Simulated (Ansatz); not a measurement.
**Cl3H2InO: density, localisation and related maps**

```xyz
7

In    0.1238    0.0039    0.1269
Cl    0.0517    0.5308    2.4340
Cl    2.0889    0.3847   -1.0928
Cl   -1.9395   -0.2292   -1.0051
O     0.0948   -2.2455    0.6807
H    -0.7342   -2.6209    0.3376
H     0.0267   -2.2772    1.6509
```

Core potentials replace the inner electrons of In.

These are results of Ansatz, RKS B3LYP-D4/def2-SVP, not measurements.

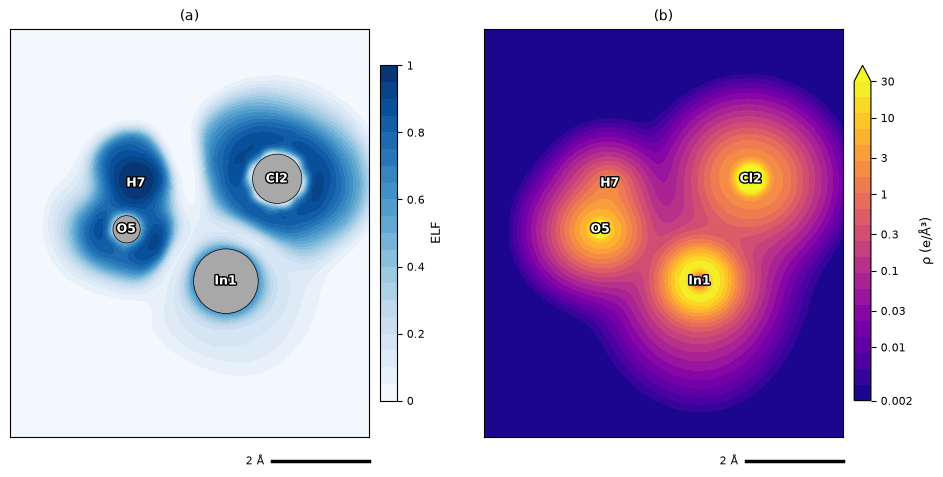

Figure 1. (a) ELF; (b) electron density on the plane of atoms Cl2, In1 and O5. Grey discs cover the atomic cores in the ELF map.

What do the fields say about this system?

The section cuts through In, Cl, O and H sites.
In–O (2.32 Å): ρ at the midpoint is about 0.34 e/Å³; the ELF peaks at about 0.90 in the valence shell of O, 0.6 Å from its nucleus, and drops to about 0.10 between the two atoms.
In–Cl (2.37 Å): the density is about 0.49 e/Å³ at the midpoint; the ELF peaks at about 0.85 in the valence shell of Cl, 0.8 Å from its nucleus, and drops to about 0.15 between the two atoms.
O–H (0.97 Å): ρ at the midpoint is about 3.7 e/Å³; the ELF climbs to about 1 towards the hydrogen, as it does in any bond to H: an ordinary covalent bond to hydrogen.
The ELF also peaks beside Cl2, away from the bonds: lone-pair regions.

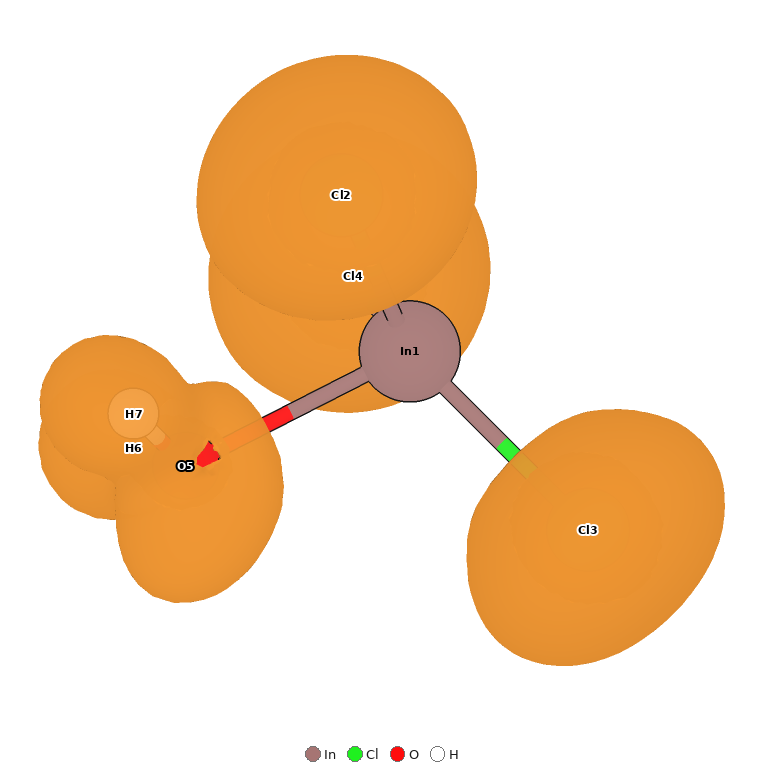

Figure 2. Isosurface of the ELF at 0.75 (orange), seen from one side. Only the valence region is drawn (cores and ρ < 0.01 e/Å³ removed).

Describe the localisation domains.

The ELF exceeds this value in three regions wrapped around Cl (the valence shell of each) and one joined region spread over several atoms (H, O), in which their bonds and any lone pairs are merged. Along the contacts the grid gives the following. In–Cl (2.34 Å): the ELF peaks at about 0.80 in the valence shell of Cl, 0.8 Å from its nucleus, and drops to about 0.15 between the two atoms.

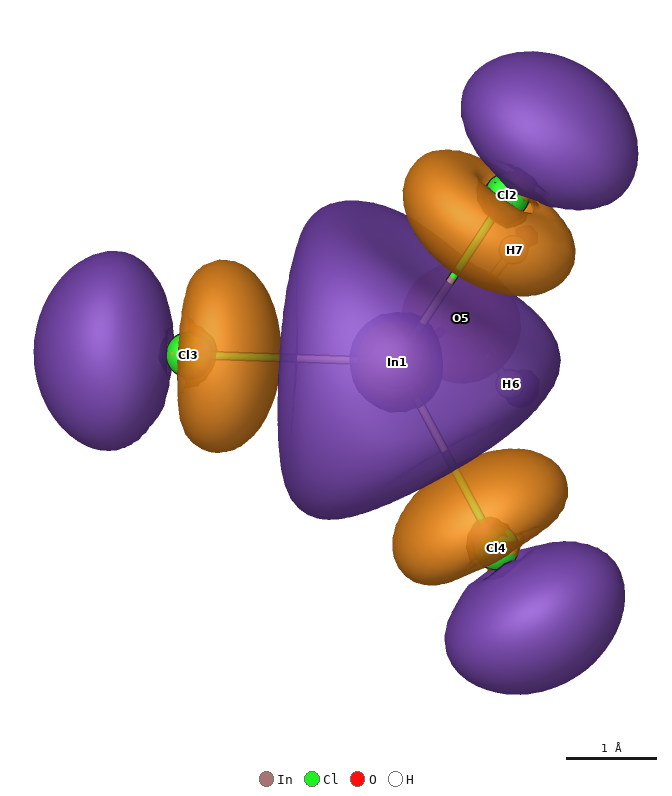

Figure 3. The LUMO at ±0.06 Å⁻³ᐟ² (orange and purple are the two phases), seen at an oblique angle.

Where does this orbital lie, and at what energy?

By Hirshfeld shares it lies mainly on In1 (about 45 %), Cl3 (about 20 %), Cl2 (about 15 %) and Cl4 (about 15 %). Its energy is −2.45 eV.
